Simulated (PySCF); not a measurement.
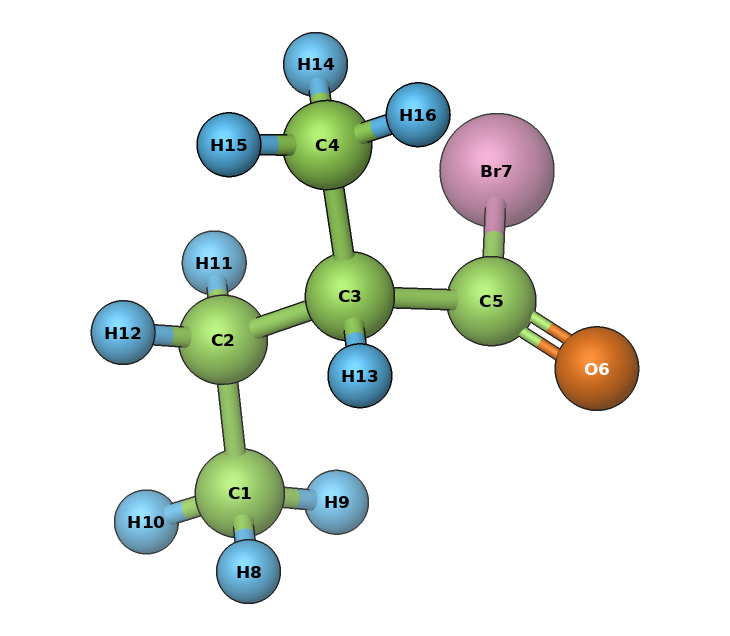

Distant atoms are faded towards the background colour. The computed structure is the end point of a GFN2-xTB optimisation. No frequency run is at hand to confirm it as a minimum.

**Find the stereocentres and stereogenic double bonds.**

Centres: C3.

**Give the R/S and E/Z labels.**

C3: S (priorities C5 > C2 > C4 > H13).

**Write the isomeric SMILES.**

CC[C@H](C)C(=O)Br
